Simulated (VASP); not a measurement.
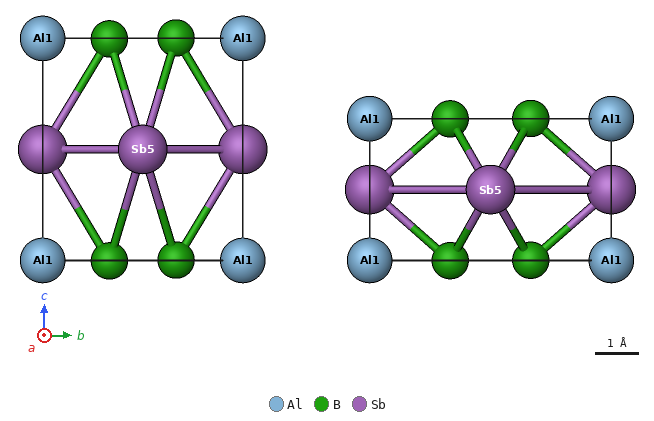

Two geometries of crystalline AlB₂Sb₃ (a generated structure, set up in P-3m1), drawn at one scale. One is the start of a relaxation, the other its converged end. The picture is a ball-and-stick view of the cell of the calculation, seen along the a axis.

The calculation used Kohn-Sham DFT of a periodic cell, PBE, VASP PAW PBE potentials, recommended in VASP 6.6.1. Set-up: plane-wave cutoff 520 eV; k-point mesh 4 × 4 × 4; occupations gaussian; smearing width 0.15 eV; no spin polarisation.

**Which of the two is the end point?**

The right one is the relaxed one. The run lets cell and atoms move. Over 11 geometry steps the energy falls by 873 meV per atom. Largest force component: 0.0068 eV/Å at the start, 0.029 eV/Å at the end. Pressure: 7.68 GPa at the start and 0.17 GPa at the end. The atoms keep their places relative to the cell (all moves are under 0.005 Å). Cell: a = b 5.419 → 6.544 Å (+20.8 %), c 5.206 → 3.324 Å (−36.1 %). Volume −6.9 %. Among the contacts that change: Sb–Sb 2.709 → 3.272 Å, B–Sb 3.045 → 2.519 Å, B–Sb 3.028 → 2.513 Å. The space group (tolerance 0.01 Å) goes from P-3m1 (No. 164) to P6/mmm (No. 191). It ran on 2 threads of Intel(R) Xeon(R) 6975P-C (Granite Rapids), with other jobs on the host.
